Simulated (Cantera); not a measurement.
A closed system holds: 1 mol CH₃OH, a varied amount of O₂, held at 1802 °C and 430000 Pa.

Cantera equilibrium calculation (NASA polynomials, part measured and part estimated; ideal gas, pure solids and liquids). Candidate condensed phases: C, C₆H₆, C₇H₈, C₈H₁₈, H₂O; 110 gas species. Kinetics and transport are ignored.

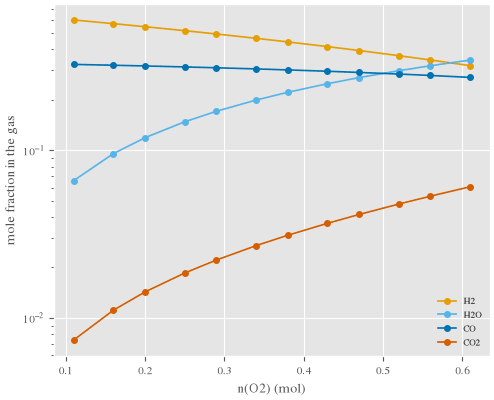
Equilibrium gas composition (values under 1e-9 drawn at 1e-9)

**Question.** Read off the mole fractions at 0.43 mol O₂.

**Answer.** H₂ about 0.42, CO about 0.30, H₂O about 0.25, CO₂ about 0.037.
